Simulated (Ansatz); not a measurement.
# revPBE/6-31G(d) (spherical functions) run of BH3 (borane)

Aim: the energy change on altering one bond length of BH3 (borane) at revPBE/6-31G* (spherical functions), from 2 runs. 

Program for the calculation: Ansatz 0.2.0.

54 further runs of the same task are left out: 54 set aside as unsound or not needed.

### 1 Starting point

BH3 has 4 atoms, charge 0, and is taken as a singlet. As SMILES, `B`. Geometry: relaxed at PBE0-D4/def2-TZVP.

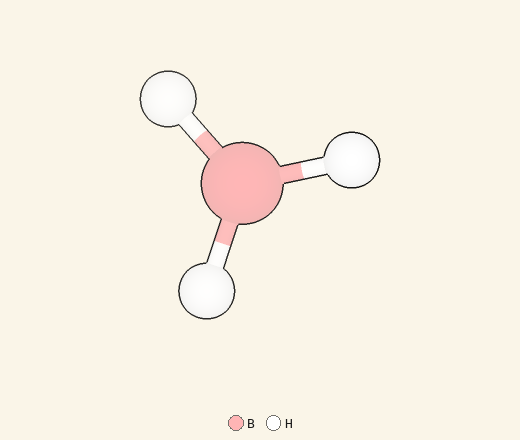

The structure, seen from a chosen angle (boron pink, hydrogen white).

### 2 The energy at revPBE/6-31G(d) (spherical functions)

Input file in.yaml:

```yaml
crystal:
  periodic: [false, false, false]
  atoms:
    - {symbol: B, position_ang: [0.013900, -0.015100, -0.005100]}
    - {symbol: H, position_ang: [0.982200, 0.381700, 0.568800]}
    - {symbol: H, position_ang: [-0.276200, -1.171800, 0.043000]}
    - {symbol: H, position_ang: [-0.664400, 0.744900, -0.626900]}
basis:
  gaussian: {orbitals: 6-31G_st_-spherical.json}
magnetization: {spin_polarized: false, initial_magnetization: 0}
hamiltonian: {xc: {name: revPBE}}
accuracy: high
```

The basis set 6-31G* is read from a file made from the Basis Set Exchange's data (not shown).

Command:

```sh
$ ansatz run in.yaml --threads 1 --pin off --max-ram 2610MiB --events-out events.jsonl --progress --plain --runs-dir runs
```

Standard output:

```text
Warning: RAYON_NUM_THREADS=1 ignored (pool sized by the plan → 1); use --threads N
Functional definition: revPBE
  name "revPBE"
  parameter kappa = 1.245
  parameter beta = 0.06672455060314922
  exchange = pbe_x(kappa = kappa, mu = beta*pi^2/3)
  correlation = pbe_c(beta = beta)
417 factors; integrals over basis functions are off by at most 2.5e-9 eV
mean field evaluation 1: about -722.9456 eV, gradient 1.3e1 eV
mean field evaluation 2: about -723.2959 eV, gradient 9.0e0 eV
mean field evaluation 4: about -723.5911 eV, gradient 4.4e-3 eV
mean field evaluation 8: about -723.5835 eV, gradient 3.3e-4 eV
mean field -723.58347225 eV, -26.5912021429 hartree, gradient 3.3e-8 eV, S^2 0.000000; 0 other end points of the search recorded, 0 dependent functions left out
reference -723.58347467 eV, -26.5912022315 hartree; 4, 4 occupied and 16, 16 virtual orbitals, 417 factors
Total energy: -723.58347467 eV, -26.5912022315 hartree
```

Wall time 0.56 s (1 thread of Arm Neoverse V1, shared host).

### 3 The distorted shape, same level

Input file input.yaml:

```yaml
crystal:
  periodic: [false, false, false]
  atoms:
    - symbol: B
      position_ang: [-0.228206, -0.114313, -0.148594]
    - symbol: H
      position_ang: [0.982200, 0.381700, 0.568800]
    - symbol: H
      position_ang: [-0.518306, -1.271013, -0.100494]
    - symbol: H
      position_ang: [-0.906506, 0.645687, -0.770394]
basis:
  gaussian: {orbitals: 6-31G_st_-spherical.json}
hamiltonian: {xc: {name: revPBE}}
accuracy: high
```

The basis set 6-31G* is read from a file made from the Basis Set Exchange's data (not shown).

Command:

```sh
$ ansatz run input.yaml --threads 1 --pin off --max-ram 2610MiB --events-out events.jsonl --progress --plain --runs-dir runs
```

Standard output:

```text
Warning: RAYON_NUM_THREADS=1 ignored (pool sized by the plan → 1); use --threads N
Functional definition: revPBE
  name "revPBE"
  parameter kappa = 1.245
  parameter beta = 0.06672455060314922
  exchange = pbe_x(kappa = kappa, mu = beta*pi^2/3)
  correlation = pbe_c(beta = beta)
415 factors; integrals over basis functions are off by at most 2.4e-9 eV
mean field evaluation 1: about -722.5430 eV, gradient 1.0e1 eV
mean field evaluation 2: about -722.7546 eV, gradient 7.6e0 eV
mean field evaluation 4: about -722.9787 eV, gradient 5.9e-2 eV
mean field evaluation 8: about -722.9713 eV, gradient 4.4e-3 eV
mean field evaluation 16: about -722.9713 eV, gradient 1.4e-8 eV
mean field -722.97134556 eV, -26.5687069017 hartree, gradient 1.4e-8 eV, S^2 0.000000; 0 other end points of the search recorded, 0 dependent functions left out
reference -722.97134805 eV, -26.5687069933 hartree; 4, 4 occupied and 16, 16 virtual orbitals, 415 factors
Total energy: -722.97134805 eV, -26.5687069933 hartree
```

Wall time 0.54 s (1 thread of Arm Neoverse V1, shared host).

### 4 Outcome

At revPBE/6-31G* (spherical functions):

```
                                                         quantity         value
                                        first shape: total energy  -26.59120 Eh
                                    distorted shape: total energy  -26.56871 Eh
energy change with the B1–H2 bond stretched from 1.193 to 1.492 Å      0.612 eV
```

**Reading.** With the B1–H2 bond stretched from 1.193 to 1.492 Å the energy rises by 0.61 eV (59.1 kJ/mol). The first shape isn't relaxed at this level, so the change isn't measured from a minimum.
